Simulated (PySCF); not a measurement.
## FeN₂: frequency calculation

System: FeN₂.
Method: RKS-based PBE0, Fe def2-TZVP, N def2-TZVP; non-relativistic Hamiltonian; density fitting (PySCF 2.14.0).

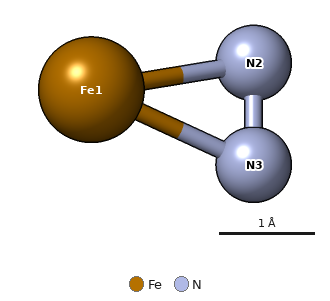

Figure 1. The structure (ball-and-stick view, seen at a tilt; atoms are numbered from 1 in the order of the input). Sticks mark near contacts. Bond lengths as drawn: Fe–N 1.96 Å and N–N 1.13 Å.

Key numbers:

- outcome: converged
- total energy: −1372.762019 hartree
- HOMO: −5.03 eV
- LUMO: −2.31 eV
- zero-point energy: 0.005732 hartree
- dipole moment: 2.23 D
- wavenumbers, lowest and highest: 478i and 2064 cm⁻¹
- hardware: 2 threads of Arm Neoverse V1, 112 GiB of memory available, shared host
- wall time: 27 s (CPU time 50 s)
- peak memory: 0.98 GiB

The input:
```python
from pyscf import gto, scf, dft
mol = gto.M(atom='''
Fe     0.000000     0.000000    -0.624896
N      0.567428     0.000000     1.248067
N     -0.567428     0.000000     1.248067''',
    basis={'Fe': 'def2-TZVP', 'N': 'def2-TZVP'},
    charge=0, spin=0)
mf = dft.RKS(mol, xc='PBE0')
mf.grids.atom_grid = (75, 302)
aux = {'Fe': 'def2-universal-JKFIT', 'N': 'def2-universal-JKFIT'}
mf = mf.density_fit(auxbasis=aux)
mf.conv_tol = 1e-09
mf.diis_space = 10
mf.max_cycle = 60
mf.verbose = 4
mf.kernel()
```

The script is an equivalent of the set-up of the self-consistent field. The run itself was carried out by a driver, which started from the orbitals of the step before it where there was one and computed the further properties.

Launched with:
```bash
OMP_NUM_THREADS=2 python axn.py task.json out
```

Output:
```
init E= -1372.76201896138
  HOMO = -0.1848478158877  LUMO = -0.0848219499373014  gap/eV = 2.72184
cycle= 1 E= -1372.76201896127  delta_E= 1.13e-10  |g|= 3.39e-05  |ddm|= 2.22e-05
  HOMO = -0.184856842818654  LUMO = -0.0848319689826568  gap/eV = 2.72182
cycle= 2 E= -1372.76201895723  delta_E= 4.04e-09  |g|= 0.000184  |ddm|= 0.0001
  HOMO = -0.184849204601498  LUMO = -0.0848234638087949  gap/eV = 2.72184
cycle= 3 E= -1372.76201896145  delta_E= -4.22e-09  |g|= 4.01e-06  |ddm|= 8.39e-05
  HOMO = -0.18484921092201  LUMO = -0.0848234813017515  gap/eV = 2.72184
cycle= 4 E= -1372.76201896146  delta_E= -9.55e-12  |g|= 2.6e-06  |ddm|= 3.93e-06
  HOMO = -0.184849174713477  LUMO = -0.0848234507595889  gap/eV = 2.72184
Extra cycle  E= -1372.76201896147  delta_E= -1.59e-11  |g|= 2.7e-06  |ddm|= 1.12e-05
converged SCF energy = -1372.76201896147
```

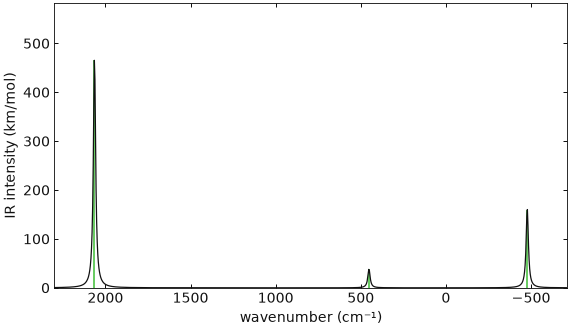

Figure 2. Harmonic infrared spectrum, unscaled: sticks (degenerate modes added up, dark ones marked on the axis) with a Lorentzian envelope of 16 cm⁻¹ full width, scaled to the tallest stick; imaginary modes are drawn at negative wavenumbers. 3 modes from 478i to 2064 cm⁻¹, 1 imaginary beyond 8i (478i cm⁻¹): a first-order saddle point, if the geometry is stationary. The strongest line is at 2064 cm⁻¹ (465 km/mol). All modes, in cm⁻¹ (km/mol): 478i (160), 452 (38), 2064 (465).

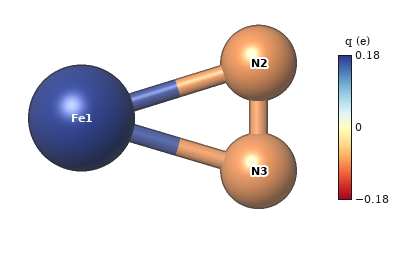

Figure 3. Mulliken charges, as the colour of each atom (ball-and-stick view, seen on its broad side; atoms are numbered from 1 in the order of the input). By element: Fe +0.17 and N −0.08 e.
